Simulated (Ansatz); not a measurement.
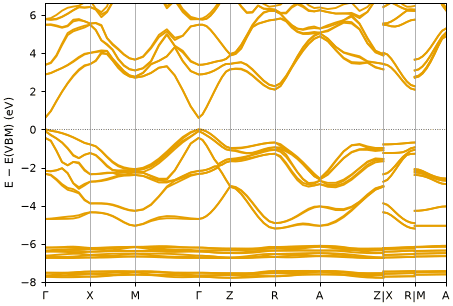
*Band structure from plane-wave PAW PBEsol with spin–orbit coupling (Ansatz code)*

Problem. Read off the gap and where the band edges lie.

Solution. About 0.6 eV (0.61 eV by a search for the band edges); maximum at Γ, minimum at Γ.

The material is ZnCdSe2 in space group P-4m2 (No. 115; Zn on 1c, Cd on 1a, Se on 2g).

The workflow started from a Materials Project entry (that database holds measured and hypothetical structures alike); the Crystallography Open Database copy checked does not list it. Whether it is the stable phase at ambient conditions was not checked. The PBEsol relaxation kept the symmetry of its start; of distortions, only those at the zone centre were tested.

Potentials: the later of the program's two PAW sets.
